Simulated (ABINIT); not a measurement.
Band structure of AlP (F-43m, 2 atoms in the cell).

```xyz
2
Lattice="0.0000 2.6924 2.6924 2.6924 0.0000 2.6924 2.6924 2.6924 0.0000" Properties=species:S:1:pos:R:3 pbc="T T T"
Al     0.0000     0.0000     0.0000
P      4.0386     4.0386     4.0386
```

Level of theory: PBE, norm-conserving pseudopotentials (PseudoDojo nc-sr-05 PBE standard) (plane waves; ABINIT).

Settings: pseudos = [Al.upf, P.upf]; ecut = 599 eV; occopt = 3; tsmear = 0.00183747 Ha; ngkpt = 9 9 9; nshiftk = 1; shiftk = 0 0 0; potentials = PseudoDojo nc-sr-05 PBE standard; kptopt = 1; nstep = 50; toldfe1 = 1e-09 Ha; ndtset = 2; getden2 = 1.

The starting cell comes from a database of computed structures (which also holds hypothetical and non-ambient phases and stackings), without a prior relaxation at this level. Its lattice was rescaled by a random factor within 2.5 % of one.

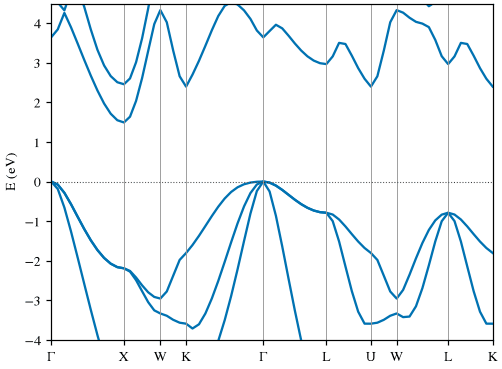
Figure: Bands along the path, energies from the top of the valence band on the SCF mesh.

Read off roughly the gap and where its edges lie.

The gap along the path is about 1.5 eV (computed: 1.49 eV), from Γ to X; the smallest direct gap on it is 3.64 eV.

Levels in eV from the top of the valence band on the SCF mesh, bands 1 to 8:
```json
[
 {"point": "Γ", "1": "-11.75", "2": "0.00", "3": "0.00", "4": "0.00", "5": "3.64", "6": "4.62", "7": "4.62", "8": "4.62"},
 {"point": "X", "1": "-9.27", "2": "-5.45", "3": "-2.19", "4": "-2.19", "5": "1.49", "6": "2.46", "7": "11.41", "8": "11.41"},
 {"point": "W", "1": "-9.21", "2": "-5.02", "3": "-3.33", "4": "-2.95", "5": "4.33", "6": "6.14", "7": "6.17", "8": "6.51"},
 {"point": "K", "1": "-9.30", "2": "-5.14", "3": "-3.59", "4": "-1.80", "5": "2.40", "6": "5.18", "7": "8.62", "8": "8.96"},
 {"point": "L", "1": "-9.97", "2": "-5.72", "3": "-0.79", "4": "-0.79", "5": "2.96", "6": "4.82", "7": "4.82", "8": "8.38"},
 {"point": "U", "1": "-9.30", "2": "-5.14", "3": "-3.59", "4": "-1.80", "5": "2.40", "6": "5.18", "7": "8.62", "8": "8.96"}
]
```
